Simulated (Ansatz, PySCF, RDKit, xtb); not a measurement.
# Which structure has the formula CH5InSi+?, part 2 of 2

Given the formula CH5InSi+ (charge +1, odd number of electrons) and nothing else, which arrangement of the atoms is the most stable in the gas at 298.15 K, and what are its properties?

xtb, Ansatz and PySCF; isolated molecules.

## 12. c030a at CCSD(T)/def2-SVP

Contents of input.yaml:

```yaml
crystal:
  periodic: [false, false, false]
  atoms:
    - symbol: C
      position_ang: [-1.766603, 2.309038, -1.429908]
    - symbol: In
      position_ang: [-0.653290, 3.030412, 0.606504]
    - symbol: Si
      position_ang: [-1.884156, 0.414338, -1.352727]
    - symbol: H
      position_ang: [-2.676150, 0.051213, -0.144457]
    - symbol: H
      position_ang: [-0.500547, -0.128632, -1.250985]
    - symbol: H
      position_ang: [-2.559096, -0.009400, -2.612449]
    - symbol: H
      position_ang: [-2.688905, 2.902249, -1.316157]
    - symbol: H
      position_ang: [-1.070496, 2.767206, -2.151751]
basis:
  gaussian: {orbitals: def2-SVP}
total_charge: 1
magnetization: {spin_polarized: true, initial_magnetization: 1}
correlation: {method: ccsd_t, frozen_orbitals: {C: 1, H: 0, In: 4, Si: 5}}
scf: {omitted_lower_state_checks: [cluster_reference]}
```

Run with:

```
ansatz run input.yaml --threads 1 --pin off --max-ram 2610MiB --events-out events.jsonl --progress --plain --runs-dir runs
```

What it wrote, shortened:

```text
Warning: RAYON_NUM_THREADS=1 ignored (pool sized by the plan → 1); use --threads N
Functional definition: HF
  name "HF"
[...]
911 factors; integrals over basis functions are off by at most 1.2e-3 eV
[...]
mean field -14110.84148376 eV, -518.5638598564 hartree, gradient 8.2e-6 eV, S^2 0.804907; 2 other end points of the search recorded, 0 dependent functions left out
10 core orbitals not correlated: weight in the atoms' cores, before any rotation towards them, 1.000 or more for the frozen orbitals, at most 0.000 for the correlated occupied ones
reference -14110.84148376 eV, -518.5638598564 hartree; 13, 12 occupied and 60, 61 virtual orbitals, 911 factors
second order -7.62296455 eV of doubles, -0.00000000 eV of singles
cycle   1  -8.58254584 eV  change   -9.6e-1 eV  update   9.0e-2
[...]
cycle  11  -9.04862826 eV  change   -1.0e-7 eV  update   1.9e-5
perturbative correction -0.26394476 eV, -0.0096997909 hartree
Total energy: -14120.15405678 eV, -518.9060906026 hartree
Checks for a lower state left out: cluster_reference
```

Run time: 20 s. Hardware: 1 thread of Intel Xeon at 2.70GHz, shared host; peak memory 0.51 GiB.

## 13. Free energies and the winner

Energies in kcal/mol from c098ar; G adds the thermal terms to the CCSD(T)/def2-SVP + MP2/def2-TZVPP - MP2/def2-SVP energy. The columns left of the relaxed level are at the tight-binding geometries, except for labels with r, relaxed at the screening level.

```csv
label,SMILES,spin,r2SCAN-D4/def2-SVP,PBE0-D3(BJ)/def2-SVP,HF/def2-SVP,MP2/def2-SVP,CCSD(T)/def2-SVP + MP2/def2-TZVPP - MP2/def2-SVP,G,share at equilibrium,T1
c098ar,[CH3][SiH2][In] ‡,doublet,0.0,0.0,0.0,0.0,0.0,0.0,100.0 %,0.012
c030a,[SiH3][CH2][In] ‡,doublet,19.1,19.5,14.4,18.7,15.4,13.3,< 0.1 %,0.014
```

‡ marks the bonded skeleton alone, with all bonds drawn single: no Lewis structure was assigned that passes a check against the bond lengths.

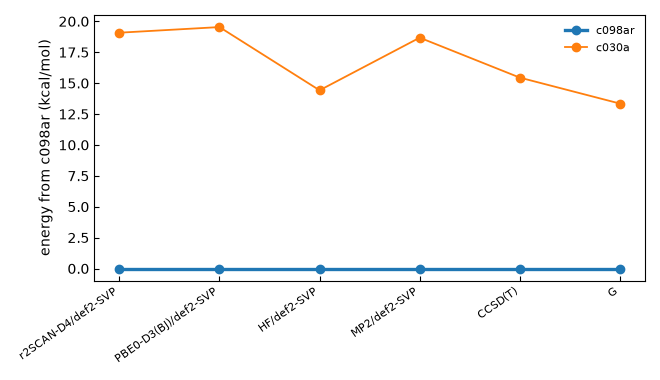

The finalists at each level, measured from c098ar.

Lowest found: c098ar, `[CH3][SiH2][In]` ‡, a doublet of point group Cs. Bond lengths: C1–Si3 1.858 Å, In2–Si3 2.945 Å, C1–H4 1.100 Å, C1–H5 1.105 Å, C1–H6 1.100 Å, Si3–H7 1.489 Å, Si3–H8 1.489 Å. Some angles: C1–Si3–In2 109.8°, C1–Si3–H7 117.1°, C1–Si3–H8 117.1°, In2–Si3–H7 97.8°, In2–Si3–H8 97.8°, Si3–C1–H4 112.0°, Si3–C1–H5 107.6°, Si3–C1–H6 112.0°, H7–Si3–H8 113.3°, H4–C1–H5 107.7°.

```xyz
8

C    -1.9946    0.6196   -0.4873
In   -1.8505    1.8311   -4.2751
Si   -1.4452    2.1557   -1.3762
H    -3.0662    0.4200   -0.6326
H    -1.8271    0.7803    0.5929
H    -1.4105   -0.2621   -0.7879
H    -2.2747    3.3790   -1.1918
H     0.0175    2.4348   -1.4066
```

‡ marks the bonded skeleton alone, with all bonds drawn single: no Lewis structure was assigned that passes a check against the bond lengths.

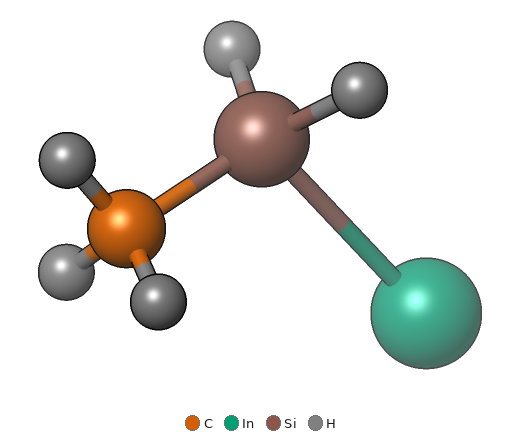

The lowest structure found, seen from a chosen angle (carbon orange, indium teal, silicon brown, hydrogen grey).

## 14. Density, orbitals and dipole (PBE0/def2-TZVPD)

Contents of input.yaml:

```yaml
crystal:
  periodic: [false, false, false]
  atoms:
    - {symbol: C, position_ang: [-1.994624, 0.619643, -0.487258]}
    - {symbol: In, position_ang: [-1.850539, 1.831067, -4.275095]}
    - {symbol: Si, position_ang: [-1.445203, 2.155717, -1.376183]}
    - {symbol: H, position_ang: [-3.066172, 0.419987, -0.632617]}
    - {symbol: H, position_ang: [-1.827105, 0.780293, 0.592876]}
    - {symbol: H, position_ang: [-1.410453, -0.262136, -0.787946]}
    - {symbol: H, position_ang: [-2.274744, 3.378955, -1.191811]}
    - {symbol: H, position_ang: [0.017547, 2.434793, -1.406599]}
basis:
  gaussian: {orbitals: def2-TZVPD}
total_charge: 1
hamiltonian: {xc: pbe0}
output: {forces: true, orbitals: {seedname: orbitals}}
magnetization: {spin_polarized: true, initial_magnetization: 1}
```

Run with:

```
ansatz run input.yaml --threads 1 --pin off --max-ram 2610MiB --events-out events.jsonl --progress --plain --runs-dir runs
```

What it wrote, shortened:

```text
Warning: RAYON_NUM_THREADS=1 ignored (pool sized by the plan → 1); use --threads N
[... 2 set-up lines as earlier in the session ...]
[...]
1238 factors; their error is unknown
[...]
mean field -14159.33423049 eV, -520.3459354292 hartree, gradient 5.4e-5 eV, S^2 0.757799; 0 other end points of the search recorded, 0 dependent functions left out
[...]
reference -14159.33426751 eV, -520.3459367894 hartree; 23, 22 occupied and 158, 159 virtual orbitals, 1238 factors
[...]
Atom 3 at    -3.066172     0.419987    -0.632617 Å, force     0.278969     0.049704     0.030001 eV/Å
Atom 4 at    -1.827105     0.780293     0.592876 Å, force    -0.041329    -0.041220    -0.259482 eV/Å
Atom 5 at    -1.410453    -0.262136    -0.787946 Å, force    -0.154884     0.228412     0.070718 eV/Å
Atom 6 at    -2.274744     3.378955    -1.191811 Å, force     0.074186    -0.101932    -0.013947 eV/Å
Atom 7 at     0.017547     2.434793    -1.406599 Å, force    -0.125207    -0.019858     0.004746 eV/Å
Dipole moment:    -0.015703    -0.064641     0.116537 e Å
```

Run time: 14 s. Hardware: 1 thread of Intel Xeon at 2.70GHz, shared host.

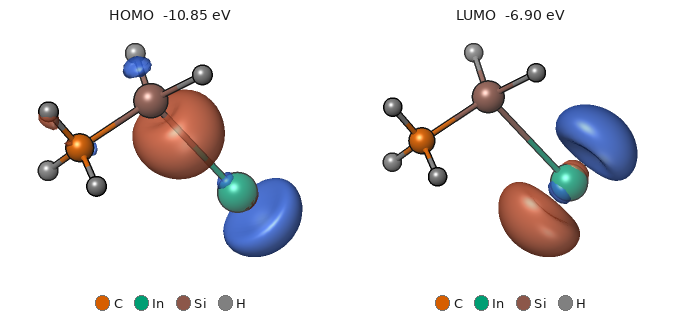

Frontier orbitals of this run (spin up), surfaces at ±0.2 Å^-3/2.

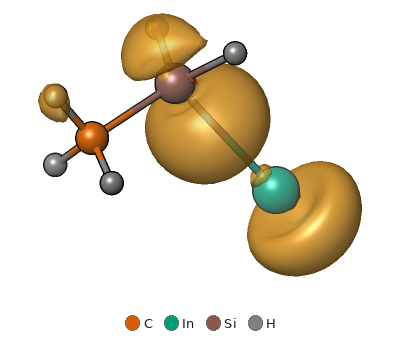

Spin density, surfaces at ±0.03 e/Å³.

## 15. Frequencies after a tight-binding relaxation (GFN2-xTB)

Contents of start.xyz:

```xyz
8
c098ar
C     -1.994624     0.619643    -0.487258
In    -1.850539     1.831067    -4.275095
Si    -1.445203     2.155717    -1.376183
H     -3.066172     0.419987    -0.632617
H     -1.827105     0.780293     0.592876
H     -1.410453    -0.262136    -0.787946
H     -2.274744     3.378955    -1.191811
H      0.017547     2.434793    -1.406599
```

Run with:

```
xtb start.xyz --gfn 2 --ohess tight --chrg 1 --uhf 1
```

What it wrote, shortened:

```text
[...]
         ::                     SUMMARY                     ::
         :::::::::::::::::::::::::::::::::::::::::::::::::::::
         :: total energy              -7.232768318102 Eh    ::
         :: gradient norm              0.000239298671 Eh/a0 ::
         :: HOMO-LUMO gap              2.320536530776 eV    ::
         ::.................................................::
         :: SCC energy                -7.311155187918 Eh    ::
         :: -> isotropic ES            0.097571248153 Eh    ::
         :: -> anisotropic ES         -0.007784859995 Eh    ::
         :: -> anisotropic XC          0.005720732339 Eh    ::
         :: -> dispersion             -0.004553340251 Eh    ::
         :: repulsion energy           0.078386869816 Eh    ::
         :: add. restraining           0.000000000000 Eh    ::
         :: total charge               1.000000000000 e     ::
         :::::::::::::::::::::::::::::::::::::::::::::::::::::
[...]
          | TOTAL ENERGY               -7.232768318102 Eh   |
          | TOTAL ENTHALPY             -7.175226044902 Eh   |
          | TOTAL FREE ENERGY          -7.214207095656 Eh   |
          | GRADIENT NORM               0.000239297489 Eh/α |
[...]
```

It took 0.49 s on 1 thread of Intel Xeon at 2.70GHz, shared host.

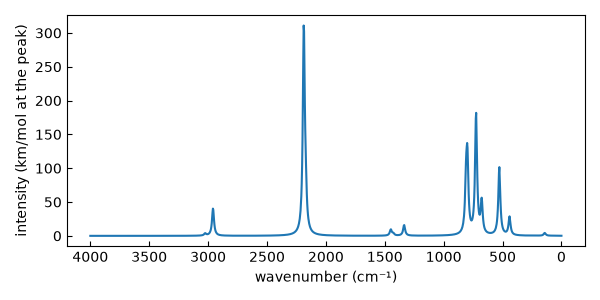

Harmonic infrared spectrum, unscaled, lines broadened by 10 cm⁻¹.

## 16. Electronic excitations (TD-PBE0/def2-SVPD)

Contents of calc.py:

```python
from pyscf import gto, dft, tdscf

mol = gto.M(
    atom='''
C       -1.994624       0.619643      -0.487258
In      -1.850539       1.831067      -4.275095
Si      -1.445203       2.155717      -1.376183
H       -3.066172       0.419987      -0.632617
H       -1.827105       0.780293       0.592876
H       -1.410453      -0.262136      -0.787946
H       -2.274744       3.378955      -1.191811
H        0.017547       2.434793      -1.406599
''',
    max_memory=1860,
    ecp={'In': 'def2-svp'},
    charge=1,
    spin=1,
    verbose=3,
    basis='def2-svpd',
)

calc0 = dft.UKS(mol, xc='pbe0')
calc0 = calc0.density_fit(auxbasis='def2-universal-jkfit')
calc0.grids.level = 2
calc0.max_cycle = 100
calc0.kernel()
if not calc0.converged:
    calc0 = calc0.newton().run(calc0.mo_coeff, calc0.mo_occ)

e_tot = calc0.e_tot
print('E = %.10f Eh' % e_tot)

td = tdscf.TDA(calc0)
td.nstates = 5
td.kernel()
td.analyze()
roots = td.e * 27.211386
osc = td.oscillator_strength()
print('state   eV      nm      f')
for i, (w, f) in enumerate(zip(roots, osc), 1):
    print('%3d %9.4f %8.1f %9.5f' % (i, w, 1239.842 / w, f))
```

Run with:

```
OMP_NUM_THREADS=1 python calc.py
```

What it wrote:

```text
WARN: HOMO -0.582708565106575 >= LUMO -0.582708565106575

converged SCF energy = -520.199489891416  <S^2> = 0.75713701  2S+1 = 2.0071243
E = -520.1994898914 Eh
Excitation energies (eV)
[2.44952804 2.50079701 4.37989797 4.50552594 4.56777023]

** Excitation energies and oscillator strengths **
state   eV      nm      f
  1    2.4495    506.2   0.00276
  2    2.5008    495.8   0.00349
  3    4.3799    283.1   0.00664
  4    4.5055    275.2   0.01255
  5    4.5678    271.4   0.00263
```

Wall time 2.7 min (1 thread of Intel Xeon at 2.70GHz, shared host); peak memory 0.58 GiB.

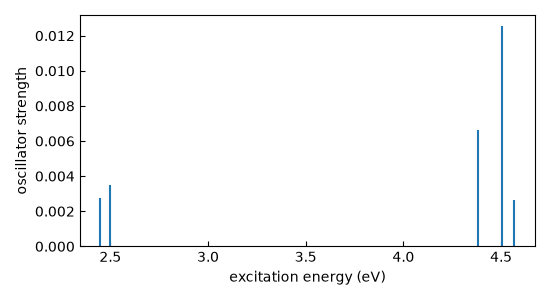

Vertical excitations as sticks.

The roots found:

| excited state | energy (eV) | strength |
| --- | --- | --- |
| 1 | 2.450 | 0.0028 |
| 2 | 2.501 | 0.0035 |
| 3 | 4.380 | 0.0066 |
| 4 | 4.506 | 0.0126 |
| 5 | 4.568 | 0.0026 |

## 17. One electron fewer at the same geometry (PBE0/def2-TZVPD)

Contents of input.yaml:

```yaml
crystal:
  periodic: [false, false, false]
  atoms:
    - symbol: C
      position_ang: [-1.994624, 0.619643, -0.487258]
    - symbol: In
      position_ang: [-1.850539, 1.831067, -4.275095]
    - symbol: Si
      position_ang: [-1.445203, 2.155717, -1.376183]
    - symbol: H
      position_ang: [-3.066172, 0.419987, -0.632617]
    - symbol: H
      position_ang: [-1.827105, 0.780293, 0.592876]
    - symbol: H
      position_ang: [-1.410453, -0.262136, -0.787946]
    - symbol: H
      position_ang: [-2.274744, 3.378955, -1.191811]
    - symbol: H
      position_ang: [0.017547, 2.434793, -1.406599]
basis:
  gaussian:
    orbitals: def2-TZVPD
total_charge: 2
hamiltonian:
  xc: {name: PBE0}
```

Run with:

```
ansatz run input.yaml --threads 1 --pin off --max-ram 2610MiB --events-out events.jsonl --progress --plain --runs-dir runs
```

What it wrote, shortened:

```text
Warning: RAYON_NUM_THREADS=1 ignored (pool sized by the plan → 1); use --threads N
[... 2 set-up lines as earlier in the session ...]
[...]
1238 factors; their error is unknown
[...]
mean field -14146.54535679 eV, -519.8759529890 hartree, gradient 3.3e-5 eV, S^2 0.000000; 0 other end points of the search recorded, 0 dependent functions left out
reference -14146.54538854 eV, -519.8759541561 hartree; 22, 22 occupied and 159, 159 virtual orbitals, 1238 factors
Total energy: -14146.54538854 eV, -519.8759541561 hartree
```

Wall time 6.3 s (1 thread of Intel Xeon at 2.70GHz, shared host).

Difference from the parent: 12.79 eV. Only this spin of the product was run; a higher spin can lie lower.

## 18. One electron more at the same geometry (PBE0/def2-TZVPD)

Contents of input.yaml:

```yaml
crystal:
  periodic: [false, false, false]
  atoms:
    - {symbol: C, position_ang: [-1.994624, 0.619643, -0.487258]}
    - {symbol: In, position_ang: [-1.850539, 1.831067, -4.275095]}
    - {symbol: Si, position_ang: [-1.445203, 2.155717, -1.376183]}
    - {symbol: H, position_ang: [-3.066172, 0.419987, -0.632617]}
    - {symbol: H, position_ang: [-1.827105, 0.780293, 0.592876]}
    - {symbol: H, position_ang: [-1.410453, -0.262136, -0.787946]}
    - {symbol: H, position_ang: [-2.274744, 3.378955, -1.191811]}
    - {symbol: H, position_ang: [0.017547, 2.434793, -1.406599]}
basis:
  gaussian:
    orbitals: def2-TZVPD
hamiltonian:
  xc: pbe0
scf:
  lower_state_search: off
```

Run with:

```
ansatz run input.yaml --threads 1 --pin off --max-ram 2610MiB --events-out events.jsonl --progress --plain --runs-dir runs
```

What it wrote, shortened:

```text
Warning: RAYON_NUM_THREADS=1 ignored (pool sized by the plan → 1); use --threads N
[... 2 set-up lines as earlier in the session ...]
[...]
1238 factors; their error is unknown
[...]
mean field -14165.65823844 eV, -520.5783384345 hartree, gradient 3.9e-6 eV, S^2 0.000000; 0 other end points of the search recorded, 0 dependent functions left out
reference -14165.65827942 eV, -520.5783399406 hartree; 23, 23 occupied and 158, 158 virtual orbitals, 1238 factors
Total energy: -14165.65827942 eV, -520.5783399406 hartree
Checks for a lower state left out: stability, starts, cluster_reference, orbital_swaps, neighbouring_geometries, increment
```

Run time: 7.2 s. Hardware: 1 thread of Intel Xeon at 2.70GHz, shared host.

Parent less the species with the added electron: 6.32 eV.

## 19. The quartet at the same geometry (PBE0/def2-TZVPD)

input.yaml, as its differences from that of step 18:

```diff
@@ -14,5 +14,7 @@
     orbitals: def2-TZVPD
+total_charge: 1
+magnetization:
+  spin_polarized: true
+  initial_magnetization: 3
 hamiltonian:
-  xc: pbe0
-scf:
-  lower_state_search: off
+  xc: {name: PBE0}
```

Run with:

```
ansatz run input.yaml --threads 1 --pin off --max-ram 2610MiB --events-out events.jsonl --progress --plain --runs-dir runs
```

What it wrote, shortened:

```text
Warning: RAYON_NUM_THREADS=1 ignored (pool sized by the plan → 1); use --threads N
[... 2 set-up lines as earlier in the session ...]
[...]
1238 factors; their error is unknown
[...]
mean field -14154.24928497 eV, -520.1590671279 hartree, gradient 8.6e-6 eV, S^2 3.753795; 7 other end points of the search recorded, 0 dependent functions left out
reference -14154.24933097 eV, -520.1590688183 hartree; 24, 21 occupied and 157, 160 virtual orbitals, 1238 factors
Total energy: -14154.24933097 eV, -520.1590688183 hartree
```

It took 56 s on 1 thread of Intel Xeon at 2.70GHz, shared host; peak memory 0.72 GiB.

It lies 5.08 eV above the doublet.

## 20. Stability of the SCF solution (PBE0/def2-SVP)

Contents of input.py:

```python
from pyscf import gto, dft

system = gto.M(
    atom=[
    ('C', (-1.994624, 0.619643, -0.487258)),
    ('In', (-1.850539, 1.831067, -4.275095)),
    ('Si', (-1.445203, 2.155717, -1.376183)),
    ('H', (-3.066172, 0.419987, -0.632617)),
    ('H', (-1.827105, 0.780293, 0.592876)),
    ('H', (-1.410453, -0.262136, -0.787946)),
    ('H', (-2.274744, 3.378955, -1.191811)),
    ('H', (0.017547, 2.434793, -1.406599)),
],
    ecp={'In': 'def2-svp'},
    basis='def2-svp',
    verbose=3,
    spin=1,
    charge=1,
    max_memory=1860,
)

mf = dft.UKS(system)
mf.xc = 'pbe0'
mf = mf.density_fit(auxbasis='def2-universal-jkfit')
mf.grids.level = 3
mf.max_cycle = 100
mf.kernel()
if not mf.converged:
    mf = mf.newton().run(mf.mo_coeff, mf.mo_occ)

e_final = mf.e_tot
print('E(%s) = %.9f' % ('PBE0', e_final))
mo_i, mo_e, stable_i, stable_e = mf.stability(internal=True, external=True, return_status=True)
print('stable: internal', stable_i, 'external', stable_e)
```

Run with:

```
OMP_NUM_THREADS=1 python input.py
```

What it wrote:

```text
WARN: HOMO -0.583099176596637 >= LUMO -0.583099176596637

converged SCF energy = -520.195174062359  <S^2> = 0.75685068  2S+1 = 2.006839
E(PBE0) = -520.195174062
<class 'pyscf.df.df_jk.DFUKS'> wavefunction is stable in the internal stability analysis
<class 'pyscf.df.df_jk.DFUKS'> wavefunction is stable in the real -> complex stability analysis
<class 'pyscf.df.df_jk.DFUKS'> wavefunction has an UHF/UKS -> GHF/GKS instability
stable: internal True external False
```

It took 2.2 min on 1 thread of Intel Xeon at 2.70GHz, shared host; peak memory 0.54 GiB.

The stability test raises a flag; for an open shell a flag towards a general spinor solution can be the free rotation of the spin.

## 21. Results

This closing draws on all 2 parts.

| quantity | value |
| --- | --- |
| lowest structure found | [CH3][SiH2][In] ‡, doublet, Cs |
| next finalist | [SiH3][CH2][In] ‡, doublet, 13.3 kcal/mol higher in G |
| share at equilibrium, among the finalists | 100.0 % |
| funnel | 26 starts, 19 minima at GFN2-xTB, 5 screening runs, 3 rescued, 4 relaxed, 2 ranked |
| CPU time of all runs | 39 min |
| harmonic wavenumbers, lowest and highest (PBE0-D3(BJ)/def2-SVP) | 78 and 3192 cm⁻¹ |
| rotational constants, same geometry | 0.4705, 0.04771, 0.0444 cm⁻¹ |
| HOMO energy (highest over α and β) (PBE0/def2-TZVPD) | -10.85 eV |
| LUMO energy (lowest over α and β) (PBE0/def2-TZVPD) | -8.05 eV |
| lowest excitation (TD-PBE0/def2-SVPD) | 2.45 eV (f = 0.003) |
| strongest of the states computed, same level | 4.51 eV (f = 0.013) |
| vertical ionisation energy (to the singlet ion of charge +2) | 12.79 eV |
| vertical recombination energy (electron added) | 6.32 eV |
| vertical quartet less doublet | +5.08 eV |

**Reading.** The lowest structure found is `[CH3][SiH2][In]` ‡. Among the finalists first place is clear (13.3 kcal/mol); structures outside the list aren't covered. r2SCAN-D4/def2-SVP, PBE0-D3(BJ)/def2-SVP, HF/def2-SVP and MP2/def2-SVP already put its bonding pattern lowest among the structures in one piece. The largest share of the time went into recheck (32 %). Spin-orbit coupling, which matters for elements this heavy, is left out. The stability test raises a flag; for an open shell a flag towards a general spinor solution can be the free rotation of the spin. Lowest found is not proven lowest: the search is finite, and each finalist counts with one conformer. Patterns outside the rules of the enumeration were met only by chance.

‡ marks the bonded skeleton alone, with all bonds drawn single: no Lewis structure was assigned that passes a check against the bond lengths.
